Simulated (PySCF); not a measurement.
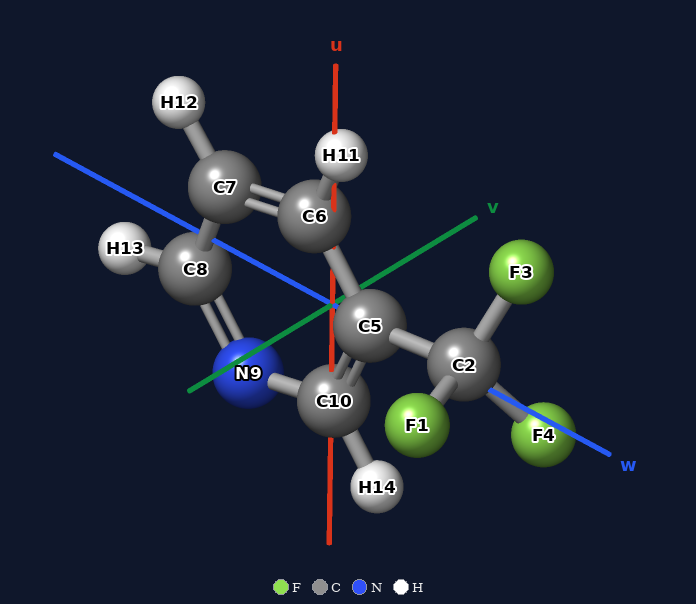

The lines u, v and w are the principal axes of the static dipole polarisability. The geometry was computed by an optimisation with PBE0-D3(BJ)/def2-SVP. No frequency run is at hand to confirm it as a minimum. Method: ωB97X-D/def2-SVPD (PySCF 2.14.0).

Question. Along which axis is the molecule most polarisable, and along which least?

Answer. Most along w (nearly parallel to the C2–C5 bond), least along v.

Question. Give the three principal values.

Answer. u 80.9, v 50.3, w 94.9 bohr³; mean 75.3, anisotropy 39.5 bohr³.
